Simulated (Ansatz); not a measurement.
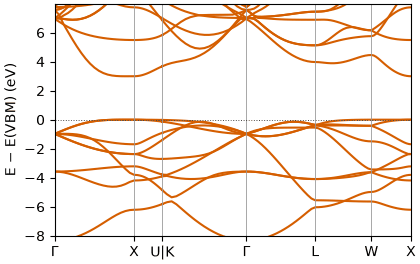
Fig. 1. Band structure from DFT-LDA in the program Ansatz with PAW potentials

Problem. Read off the gap and where the band edges lie.

Solution. About 3.0 eV (2.99 eV by a search for the band edges); maximum at W, minimum on the Γ–X line, 89 % of the way from Γ.

Problem. Which of these materials gives this?
(A) Mg2H6Ru, Fm-3m (Mg on 8c, H on 24e, Ru on 4a)
(B) BP, zinc blende
(C) BAs, zinc blende

Solution. A, Mg2H6Ru, Fm-3m (Mg on 8c, H on 24e, Ru on 4a)

The workflow started from a Materials Project entry (that database holds measured and hypothetical structures alike); the Crystallography Open Database copy checked does not list it. Whether it is the stable phase at ambient conditions was not checked. The cell was relaxed with LDA under the symmetry of its start; phonons on a q-mesh show no instability. The run is not spin-polarised. Scalar-relativistic: spin–orbit coupling is off unless named, which matters more the heavier the elements.

Potentials: the later of the program's two PAW sets.
